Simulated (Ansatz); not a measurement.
```yaml
atoms:
  - { symbol: Al, position_ang: [-2.0031, 0.3652, -1.6951] }
  - { symbol: C, position_ang: [1.7693, -0.0881, 1.8304] }
  - { symbol: H, position_ang: [0.8998, -0.0618, 1.1590] }
  - { symbol: H, position_ang: [1.6160, -0.8509, 2.6077] }
  - { symbol: H, position_ang: [1.8991, 0.8943, 2.3078] }
  - { symbol: H, position_ang: [2.6743, -0.3337, 1.2556] }
  - { symbol: F, position_ang: [-0.9480, 0.0750, -0.4142] }
```

The calculation used RKS B3LYP/def2-SVP (Ansatz).

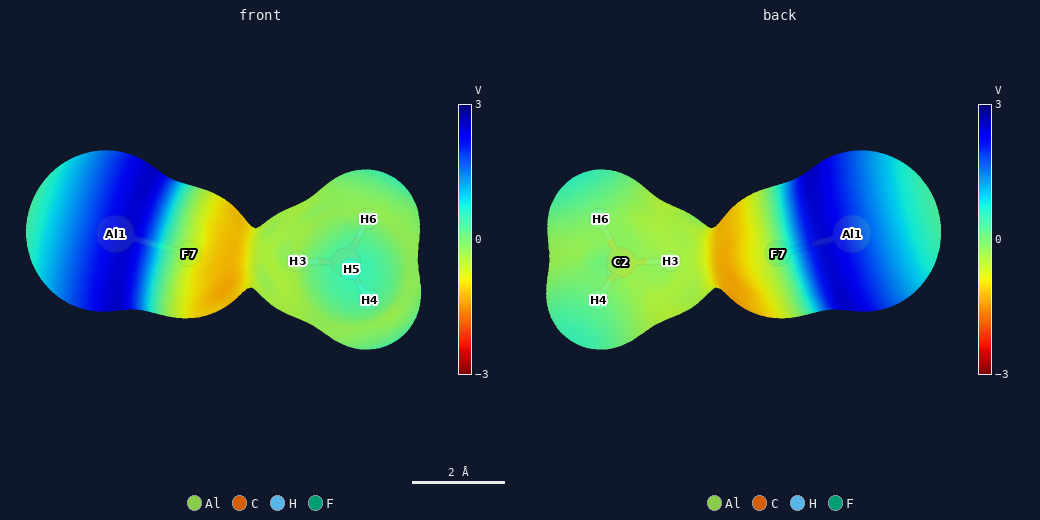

AlF···CH4. The electrostatic potential painted on the density surface at 0.004 e/bohr³, seen from the front and from behind; red is negative and blue positive.

> Which sites attract a positive test charge, and which a negative one?

A positive charge is drawn to the negative regions and a negative charge to the positive ones. The most negative region (about −1.4 V, or −32 kcal/mol for a unit charge) lies over F7, the most positive (about +2.6 V, or +60 kcal/mol for a unit charge) over Al1.
